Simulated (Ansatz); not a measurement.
Input

```
crystal:
  periodic: [false, false, false]
  atoms:
    - {symbol: O, position_ang: [-0.674321, -0.253223, -2.245132]}
    - {symbol: Hf, position_ang: [0.044971, -0.351292, -0.392545]}
    - {symbol: O, position_ang: [0.974228, -2.110648, -0.398012]}
    - {symbol: C, position_ang: [-2.028769, -1.618012, 0.379200]}
    - {symbol: C, position_ang: [-2.494663, -0.377211, -0.092361]}
    - {symbol: C, position_ang: [-1.993385, 0.629319, 0.753641]}
    - {symbol: C, position_ang: [-1.236504, 0.002591, 1.775336]}
    - {symbol: C, position_ang: [-1.258938, -1.383181, 1.542843]}
    - {symbol: C, position_ang: [2.511356, 0.234040, -0.056498]}
    - {symbol: C, position_ang: [2.140745, 0.783570, -1.297519]}
    - {symbol: C, position_ang: [1.208884, 1.820407, -1.056372]}
    - {symbol: C, position_ang: [0.992468, 1.895102, 0.330153]}
    - {symbol: C, position_ang: [1.792072, 0.902667, 0.951106]}
    - {symbol: H, position_ang: [-0.131757, -0.061814, -3.008889]}
    - {symbol: H, position_ang: [0.513811, -2.947551, -0.354322]}
    - {symbol: H, position_ang: [-2.223328, -2.578716, -0.074812]}
    - {symbol: H, position_ang: [-3.064557, -0.219256, -0.994296]}
    - {symbol: H, position_ang: [-2.171133, 1.689712, 0.651477]}
    - {symbol: H, position_ang: [-0.733823, 0.501565, 2.590097]}
    - {symbol: H, position_ang: [-0.751271, -2.132067, 2.132469]}
    - {symbol: H, position_ang: [3.167120, -0.609867, 0.088484]}
    - {symbol: H, position_ang: [2.503270, 0.462214, -2.263040]}
    - {symbol: H, position_ang: [0.723809, 2.427872, -1.805955]}
    - {symbol: H, position_ang: [0.335588, 2.588228, 0.833774]}
    - {symbol: H, position_ang: [1.854134, 0.705550, 2.011165]}
basis:
  gaussian: {orbitals: def2-TZVPP}
hamiltonian: {xc: pbe0, dispersion: d4}
output: {orbitals: {seedname: orbitals}}
```

Run with:

```sh
ansatz run in.yaml --threads 11 --pin off --events-out ev --progress --plain --max-ram 174080MiB --backend cuda --devices 0, --max-vram 75GiB
```

Geometry: PBE0-D4/def2-TZVP; core potentials replace the inner electrons of Hf.

Method: RKS PBE0-D4/def2-TZVPP in Ansatz.

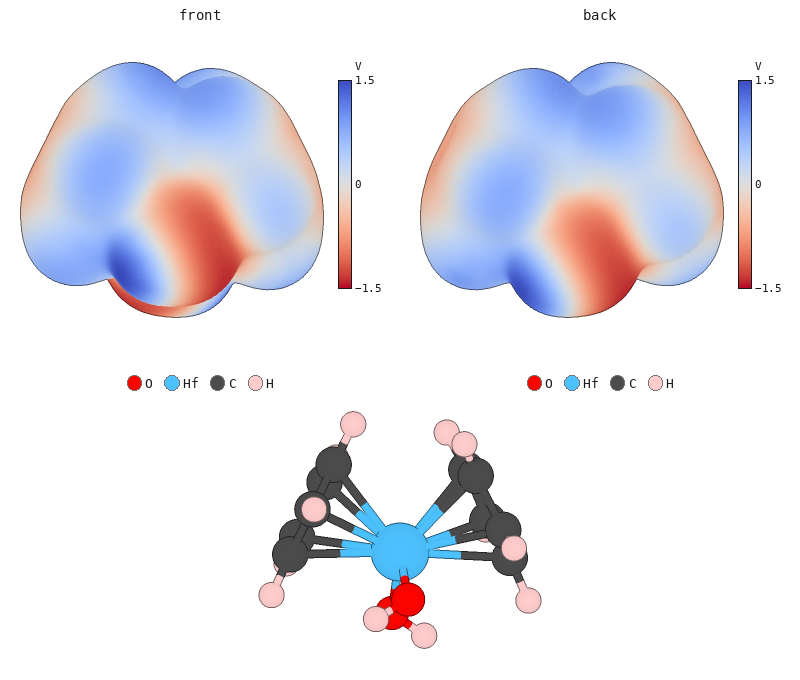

C$_{10}$H$_{12}$HfO$_{2}$ (SMILES [OH][Hf]12345678([OH])([CH]9[CH]1[CH]2[CH]3[CH]94)[CH]1[CH]5[CH]6[CH]7[CH]18). The electrostatic potential painted on the density surface at 0.001 e/bohr³, seen from the front and from behind; the colour scale runs from red (negative) to blue (positive). The bare structure is drawn below in the same view.

**Describe the electrostatic potential map.**

The most negative region (about −1.4 V) lies over O1 and O3, the most positive (about +1.4 V) over H14 and H15.
